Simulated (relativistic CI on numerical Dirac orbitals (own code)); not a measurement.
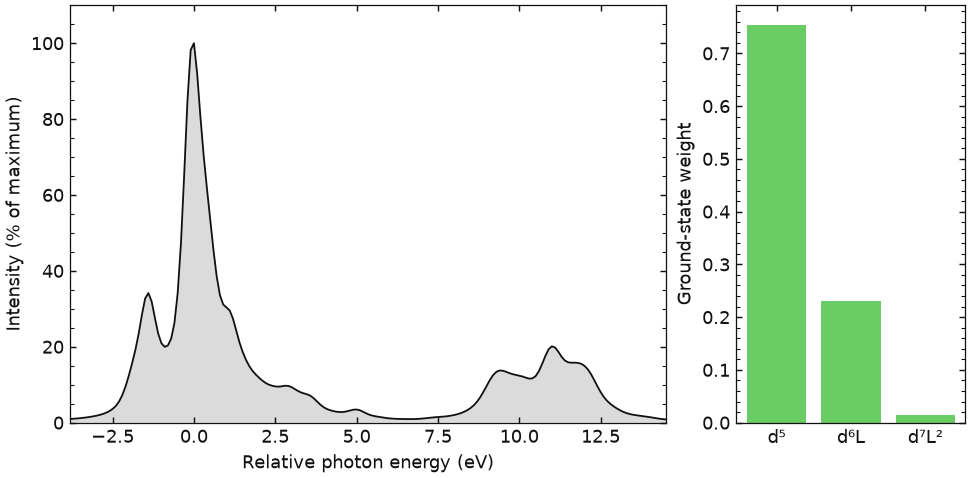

L₂,₃ X-ray absorption of nominal Mn²⁺ (d⁵) with Δ = 6.9, U_dd = 5.9, U_pd = 7.2, 10Dq = 0.3 (ligand 1), V(eg) = 3.5, V(t2g) = −1.57 eV, final-state hopping scaled by 1. Charge-transfer multiplet model of a cubic metal–ligand cluster, up to 2 ligand holes (L), atomic integrals computed for Dirac–Coulomb–Breit ions and scaled by 0.8, 300 K, Voigt broadening (Lorentzian 0.4 eV, Gaussian 0.3 eV). Energies are counted from the highest peak in the lower part of the range.

Describe the spectrum and the ground state.

Answer. The main maxima lie at −1.4 eV (34), 0.0 eV (100), 9.4 eV (14) and 11.0 eV (20), heights in % of the largest. The features below about 7 eV belong to the L₃ edge, those above mostly to the L₂ edge. The ground state is 75 % d⁵, 23 % d⁶L and 2 % d⁷L², with 5.26 d electrons and S = 2.50.
